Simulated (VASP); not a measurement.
Band structure of Pt₂Rh₂ (ordered alloy cell). Method: PBEsol GGA, VASP's PBE PAW potentials (set 64) (plane waves; VASP 6.6.1).

Unless said otherwise, spin-orbit coupling is left out, though it shifts the bands of the heavy elements here.

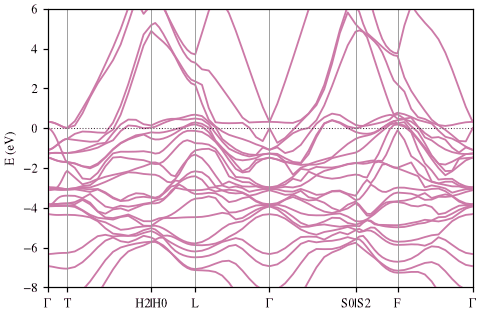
Fig. 1. Bands along high-symmetry lines, zero at the valence-band maximum or, without a gap, the Fermi level

### Question
Read the plot: is there a gap, and where are the band edges?

### Answer
It has no gap at this level: it comes out as a metal or semimetal. (Edges off the drawn lines would not show.)

The structure was generated: Pt2Rh2 was put into an ordered model structure (R-3m), which need not be its known phase. It was relaxed first.
